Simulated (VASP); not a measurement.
Band structure of K$_{2}$S (antifluorite). All values below come from RPBE GGA, VASP's PBE PAW potentials (set 64) (plane waves; VASP 6.6.1).

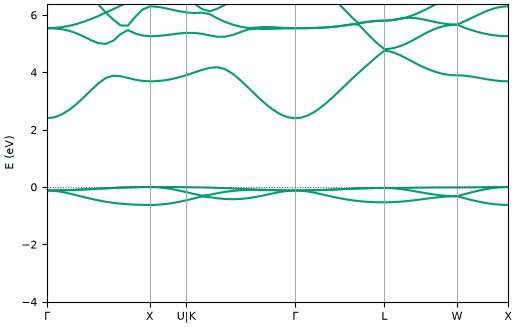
Fig. 1. Bands along high-symmetry lines, zero at the valence-band maximum or, without a gap, the Fermi level

### Question
Read the plot: is there a gap, and where are the band edges?

### Answer
The gap is indirect, 2.40 eV, from the valence maximum at X to the conduction minimum at Γ. (Edges off the drawn lines would not show.)

The compound is K2S in the antifluorite structure. It was relaxed first, which changed the volume by +9 %.
